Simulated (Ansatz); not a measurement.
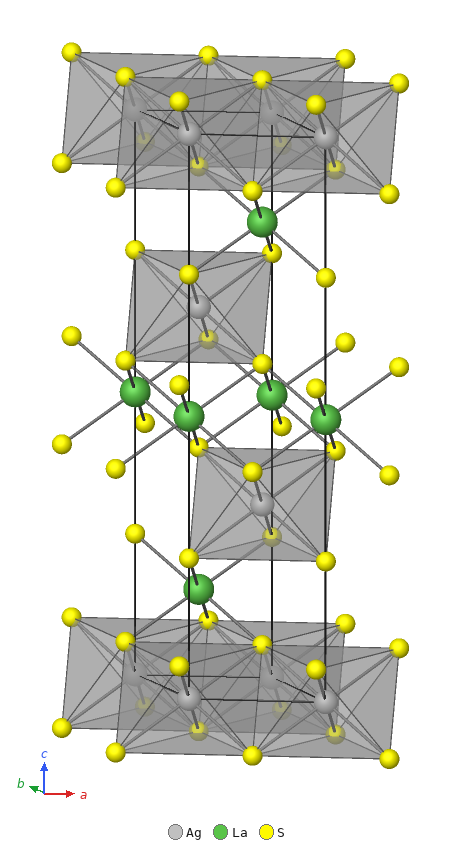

Shown here is a polyhedral view of the crystal, taken slightly off an axis. One conventional unit cell is framed, with atoms on its boundary repeated. Some neighbours outside the box are added.

LaAgS$_{2}$, α-NaFeO₂ type, space group R-3m (No. 166), a = 4.388 Å, b = 4.388 Å, c = 18.321 Å, α = 90.00°, β = 90.00°, γ = 120.00°. The initial geometry was a structure type filled with these elements by a generator (whether the compound takes this form wasn't checked). The cell was then strained or its atoms displaced on purpose. An electronic-structure calculation with Ansatz was run on it.

This one geometry was computed with Ansatz (DFT, plane waves, PAW) at three levels of theory: PBE, HSE06 and r2SCAN. It was relaxed with r2SCAN and then strained.

Question: How does the band gap change with the level of theory?

Answer: PBE: a gap of 2.02 eV, indirect; r2SCAN: a gap of 2.59 eV, indirect; HSE06: a gap of 3.07 eV, indirect.

Question: Collect the results in a table.

Answer:
| level | cutoff (eV) | k-mesh of the run's cell | gap (eV) | pressure (GPa) |
| --- | --- | --- | --- | --- |
| PBE | 420 | 8×8×8 | 2.02 | -4.2 |
| HSE06 | 420 | 6×6×6 | 3.07 | -4.6 |
| r2SCAN | 500 | 8×8×8 | 2.59 | -4.7 |

Gaps are taken on the k-mesh or band path of each run.
